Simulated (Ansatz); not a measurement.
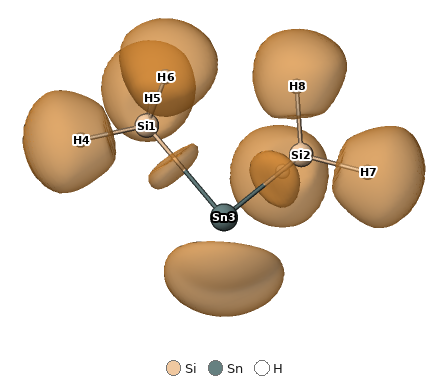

Figure. H$_{6}$Si$_{2}$Sn. Isosurface of the ELF at 0.85 (orange), seen at a tilt. Core shells and regions of very low density are left out.

Geometry: r2SCAN-D4/def2-SVP; core potentials replace the inner electrons of Sn.

Computed with Ansatz, isolated molecule in a Gaussian basis; Kohn-Sham density functional theory, functional PBE0.

```yaml
atoms:
  - { symbol: Si, position_ang: [-1.2074, -0.9854, -0.6059] }
  - { symbol: Si, position_ang: [0.9848, 0.3237, 1.9119] }
  - { symbol: Sn, position_ang: [1.0892, -1.8544, 0.3999] }
  - { symbol: H, position_ang: [-1.5792, -1.5740, -1.9324] }
  - { symbol: H, position_ang: [-1.3270, 0.5058, -0.7112] }
  - { symbol: H, position_ang: [-2.2415, -1.4412, 0.3869] }
  - { symbol: H, position_ang: [1.8527, 0.2881, 3.1325] }
  - { symbol: H, position_ang: [-0.3945, 0.7318, 2.3364] }
  - { symbol: H, position_ang: [1.5136, 1.4163, 1.0234] }
```

Question: Identify the bonds, lone pairs and shells in this picture.

Answer: At this value the surface marks out two regions between bonded Si–Sn atoms (shared pairs), six regions around hydrogen nuclei and one lobe on Sn, pointing away from the bonds (lone pairs).

Values along the shortest contacts:
Si–Sn (2.65 Å): the ELF peaks at about 0.95 between the atoms; localised, covalent bonding. Si–H (1.50 Å): the ELF climbs to about 1 towards the hydrogen, as it does in any bond to H.
